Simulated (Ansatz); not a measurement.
The reference is SrO in the rock salt structure (space group Fm-3m, No. 225; a = 5.195 Å).

Modification: a hydrostatic pressure of 0.3 GPa.

Calculations: PBE (Ansatz, a first-principles code), spin-orbit coupling left out.

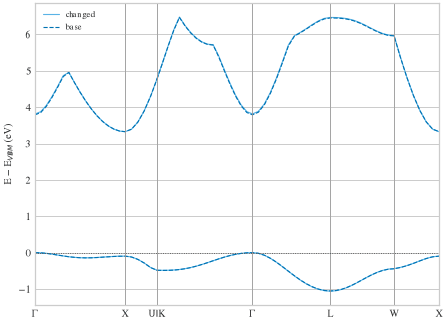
Highest valence and lowest conduction band along the path, each from its own valence-band maximum

The gap is 3.33 eV, indirect, Γ → X; the base has 3.33 eV.

Load acts through the strain it causes; cell and atoms are relaxed under it. Whether these cells are dynamically stable was not tested.
